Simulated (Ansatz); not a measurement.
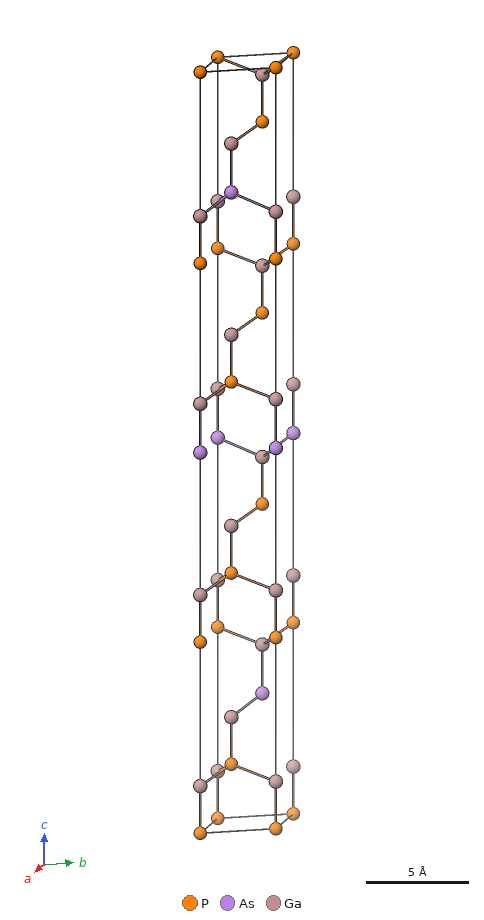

This ball-and-stick model is shown slightly off an axis. The frame is the conventional unit cell; atoms at its boundary are shown with their periodic copies.

Ga₄AsP₃, space group R3m (No. 160), a = 3.892 Å, b = 3.892 Å, c = 38.145 Å, α = 90.00°, β = 90.00°, γ = 120.00°. The initial geometry was a structure type filled with these elements by a generator (whether the compound takes this form wasn't checked). Earlier steps of the study, as a rule a relaxation of our own, may have changed the cell and positions, so they can lie some per cent off the listed ones. A calculation with Ansatz used it as input.

This one geometry was computed with Ansatz (DFT, plane waves, PAW) at five levels of theory: PBE with spin-orbit coupling, HSE06, PBE0, r2SCAN and PBE. It was relaxed beforehand with r2SCAN.

Question: Which level gives the highest pressure at this volume, and what does that say about its equilibrium volume?

Answer: Highest: PBE with spin-orbit coupling (2.5 GPa) and PBE (2.6 GPa), which points to the largest equilibrium volume. Lowest, with the smallest volume: r2SCAN (0.0 GPa). Levels within 0.5 GPa of each other can't be told apart.

Question: How does the band gap change with the level of theory?

Answer: PBE with spin-orbit coupling: a gap of 1.20 eV, direct; PBE: a gap of 1.28 eV, direct; r2SCAN: a gap of 1.67 eV, direct; HSE06: a gap of 2.08 eV, indirect; PBE0: a gap of 2.75 eV, indirect.

Question: Collect the results in a table.

Answer:
| level | cutoff (eV) | k-mesh of the run's cell | gap (eV) | pressure (GPa) |
| --- | --- | --- | --- | --- |
| PBE with spin-orbit coupling | 420 | 8×8×8 | 1.20 | 2.5 |
| HSE06 | 420 | 4×4×4 | 2.08 | 0.9 |
| PBE0 | 420 | 4×4×4 | 2.75 | 0.6 |
| r2SCAN | 500 | 8×8×8 | 1.67 | 0.0 |
| PBE | 420 | 8×8×8 | 1.28 | 2.6 |

Gaps are taken on the k-mesh or band path of each run.
